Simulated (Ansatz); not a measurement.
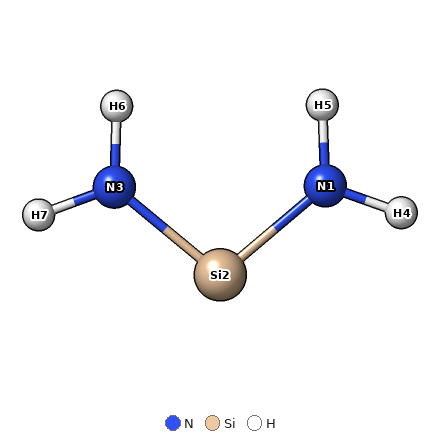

The system is H₄N₂Si, SMILES N[Si]N; the picture shows the reference structure. Coordinates scanned: (1) dihedral N1–Si2–N3–H6; (2) dihedral H4–N1–Si2–N3. Nothing is relaxed (all other coordinates rigid). Grid: 18 × 18 points; 135 points were computed and 189 follow by symmetry. Points are written as (first, second). Energies: kJ/mol, counted from the lowest grid point. Theory: Ansatz, RKS PBE-D4/def2-TZVP.

Its coordinates:

```xyz
7

N    -1.2289    0.3211   -0.3563
Si   -0.1819   -1.0570   -0.4318
N     1.2353   -0.4013    0.3185
H    -2.1723    0.2655   -0.7269
H    -1.0281    1.2422    0.0298
H     1.3732    0.5380    0.6878
H     2.0639   -0.9765    0.4330
```

Range: dihedral N1–Si2–N3–H6 from −180 to 160°; dihedral H4–N1–Si2–N3 from −180 to 160°.

What will the energy surface look like?

Answer. The lowest grid point is at (0°, −180°). Higher local minima lie near (−180°, −180°) (3.1 kJ/mol above the lowest at that grid point); (−180°, 0°) (7 kJ/mol above the lowest at that grid point). The highest grid point, (−100°, −80°), lies 161 kJ/mol above the lowest. On the interpolated surface the easiest way out of the lowest well to the well at (−180°, −180°) passes a barrier of about 56 kJ/mol. Round the minimum the valley is somewhat tilted: raising dihedral N1–Si2–N3–H6 shifts the best value of dihedral H4–N1–Si2–N3 upwards (coupling k₁₂/√(k₁₁k₂₂) about −0.3).

| dihedral H4–N1–Si2–N3 ↓, dihedral N1–Si2–N3–H6 → | −160 | −120 | −80 | −40 | 0 | 40 | 80 | 120 | 160 |
| --- | --- | --- | --- | --- | --- | --- | --- | --- | --- |
| 140 | 36 | 83 | 88 | 38 | 20 | 55 | 93 | 63 | 23 |
| 100 | 66 | 131 | 156 | 88 | 54 | 93 | 158 | 123 | 62 |
| 60 | 44 | 92 | 131 | 83 | 41 | 63 | 123 | 117 | 58 |
| 20 | 13 | 44 | 66 | 36 | 8 | 23 | 62 | 58 | 22 |
| −20 | 22 | 58 | 62 | 23 | 8 | 36 | 66 | 44 | 13 |
| −60 | 58 | 117 | 123 | 63 | 41 | 83 | 131 | 92 | 44 |
| −100 | 62 | 123 | 158 | 93 | 54 | 88 | 156 | 131 | 66 |
| −140 | 23 | 63 | 93 | 55 | 20 | 38 | 88 | 83 | 36 |
| −180 | 8 | 41 | 54 | 20 | 0 | 20 | 54 | 41 | 8 |

The table holds every second grid line.

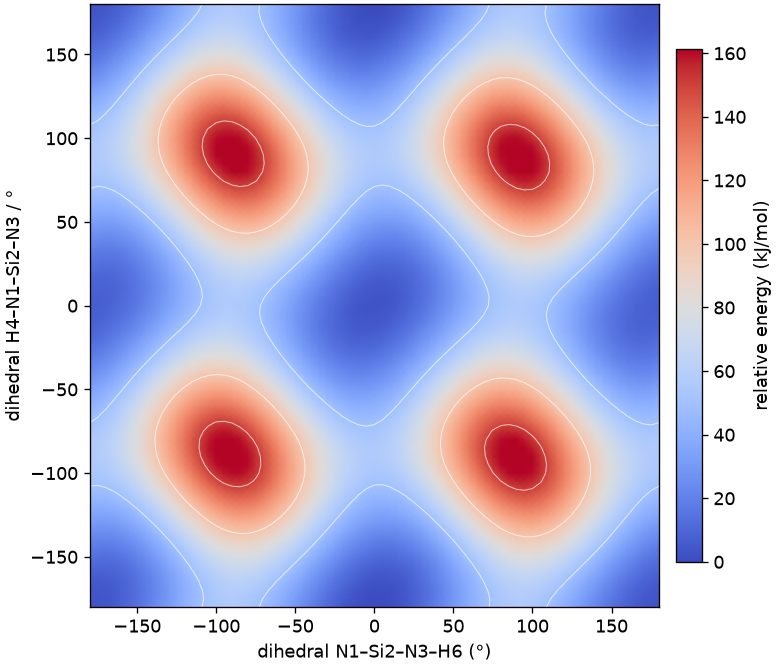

Drawn: a smooth colour map with a few white contour lines. Between grid points the surface is interpolated.

Each point was launched as `ansatz run input.yaml --threads 1 --pin off --max-ram 2560MiB --backend cpu --events-out ev --progress --plain --runs-dir out`. The whole map (135 points run) took 9.4 min on 1 thread of Arm Neoverse N1, on a shared host.
